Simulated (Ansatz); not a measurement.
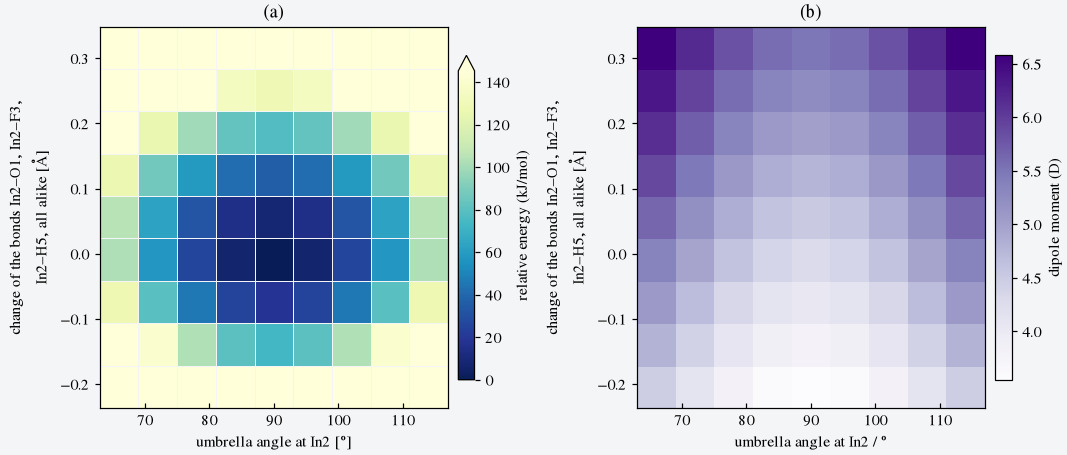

FH₂InO, SMILES [OH][InH][F]. First axis: umbrella angle at In2 (between each of its bonds and their common axis; 90 is planar). Second axis: change of the bonds In2–O1, In2–F3, In2–H5, all alike. Nothing is relaxed (all other coordinates rigid). The grid has 9 × 9 points; 45 points were computed and 36 follow by symmetry. Points are written as (first, second). All energies are given in kJ/mol relative to the lowest grid point. The restricted reference is unstable at some or all points, so the energies there are unreliable. These are results of Ansatz 0.2.0, RHF-MP2, frozen core/def2-TZVP, not measurements.

Panel (a) is the energy and panel (b) the computed dipole moment on the same grid.

Drawn: one coloured cell a grid point, one colour for all values above the top of the scale.

Question: How does the dipole moment vary over the map, and what is it at the lowest grid point?

Answer: Leaving out the highest fifth of the energies, it runs from 3.55 D at (90°, −0.205 Å) to 6.13 D at (66°, 0.186 Å). At the lowest grid point, (90°, −0.009 Å), it is 4.28 D.
